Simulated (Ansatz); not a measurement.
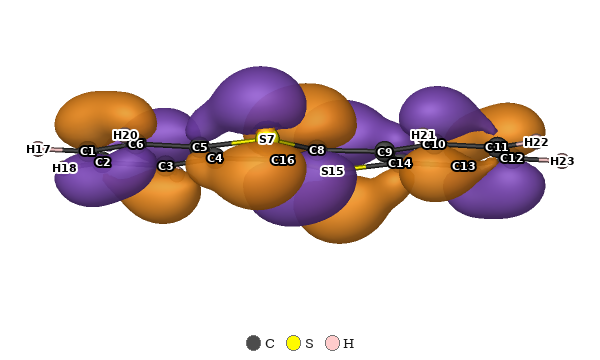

The picture shows: C₁₄H₈S₂ (BTBT). One frontier orbital at ±0.08 Å⁻³ᐟ² (orange and purple are the two phases), seen from one side.

Geometry: PBE-D4/def2-SVP.

All numbers below come from Ansatz 0.2.0, RKS PBE0-D4/def2-TZVP.

```xyz
24

C    -4.3070    1.0663    0.6574
C    -4.2253    0.2542   -0.4960
C    -2.9939   -0.2306   -0.9425
C    -1.8178    0.0962   -0.2317
C    -1.9175    0.9204    0.9350
C    -3.1571    1.4055    1.3807
S    -0.3524    1.2231    1.6904
C     0.4480    0.2598    0.4663
C     1.8177   -0.0966    0.2320
C     2.9938    0.2304    0.9426
C     4.2253   -0.2538    0.4957
C     4.3070   -1.0659   -0.6576
C     3.1571   -1.4054   -1.3807
C     1.9175   -0.9207   -0.9348
S     0.3523   -1.2236   -1.6900
C    -0.4481   -0.2605   -0.4659
H    -5.2856    1.4393    0.9950
H    -5.1424    0.0007   -1.0485
H    -2.9302   -0.8634   -1.8407
H    -3.2223    2.0380    2.2782
H     2.9302    0.8630    1.8409
H     5.1425    0.0002    1.0479
H     5.2856   -1.4388   -0.9953
H     3.2224   -2.0377   -2.2784
```

**Which orbital is it: HOMO or LUMO?**

The HOMO, at −6.00 eV. Its weight (Hirshfeld) is mainly on S7 (about 15 %), S15 (about 15 %), C16 (about 15 %) and C8 (about 15 %); it changes sign across the molecular plane (π type); it is ungerade (odd under inversion); π-bonding across C8–C16; π-antibonding (a node) across S7–C8 and S15–C16.
